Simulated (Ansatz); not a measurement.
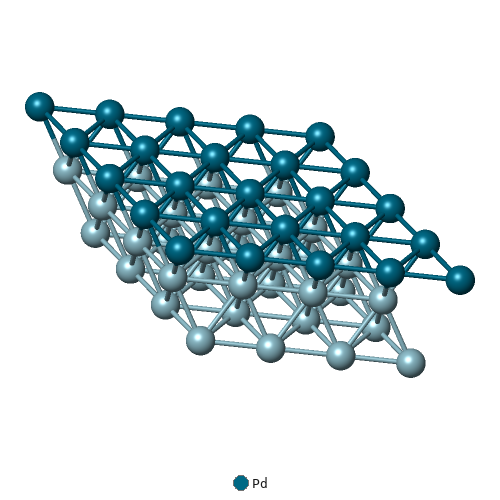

The system is S on a Pd(111) slab cut from the Fm-3m phase, its upper half relaxed before the scan (12 atoms of substrate and one adsorbate in a 2 × 2 cell); the picture shows it without the atoms that are moved over the map. S is moved over the surface cell; relaxed at each place: the height of the adsorbate's atoms; substrate rigid; the origin of the map has the adsorbate above Pd9. Places are given modulo a cell vector. The map is drawn in real space over the plane of the surface. The scan uses a 6 × 6 grid; 10 points were computed and 26 follow by symmetry. Places are given in fractions of the 1 × 1 surface cell. Energies are in eV, from the lowest grid point. Computed with DFT PBE, scalar-relativistic, plane waves, PAW in Ansatz. Settings: cutoff 420 eV, k-mesh 6×6×1, gaussian smearing 0.1 eV, no spin polarisation.

Range: position of S13 along the first surface vector from 0.000 to 0.833; position of S13 along the second surface vector from 0.000 to 0.833.

### Predict the map.

The lowest grid point is at a threefold hollow over a third-layer Pd atom, (4/6, 2/6) of the cell vectors. A higher local minimum lies near a threefold hollow over a second-layer Pd atom, (2/6, 4/6) of the cell vectors (0.07 eV above the lowest at that grid point). The highest grid point, the top site over a surface Pd atom, (0/6, 0/6) of the cell vectors, lies 1.82 eV above the lowest. On the interpolated surface the easiest way out of the lowest well to the well at a threefold hollow over a second-layer Pd atom, (2/6, 4/6) of the cell vectors passes a barrier of about 0.46 eV. At the lowest point the adsorbate has 3 Pd at 2.25 Å as nearest neighbours, at the highest 1 Pd at 2.12 Å. Its relaxed height above the top atom is 1.57 Å at the lowest and 2.12 Å at the highest point.

| second ↓, first → | 0/6 | 1/6 | 2/6 | 3/6 | 4/6 | 5/6 |
| --- | --- | --- | --- | --- | --- | --- |
| 5/6 | 1.64 | 1.26 | 0.52 | 0.52 | 1.26 | 1.64 |
| 4/6 | 1.06 | 0.52 | 0.07 | 0.52 | 1.06 | 1.25 |
| 3/6 | 0.46 | 0.52 | 0.52 | 0.46 | 0.48 | 0.48 |
| 2/6 | 1.06 | 1.26 | 1.06 | 0.48 | 0.00 | 0.48 |
| 1/6 | 1.64 | 1.64 | 1.25 | 0.48 | 0.48 | 1.25 |
| 0/6 | 1.82 | 1.64 | 1.06 | 0.46 | 1.06 | 1.64 |

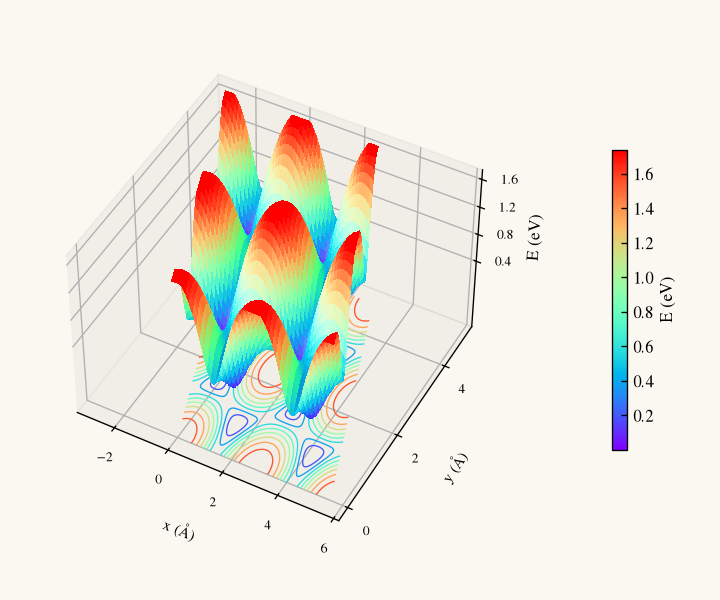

Drawn: a relief with its contours projected below, any walls above the top of the colour scale cut off. Between grid points the surface is interpolated.

Time for the 10 points that were run: 15 min on 4 threads of Arm Neoverse V2, on a shared host.
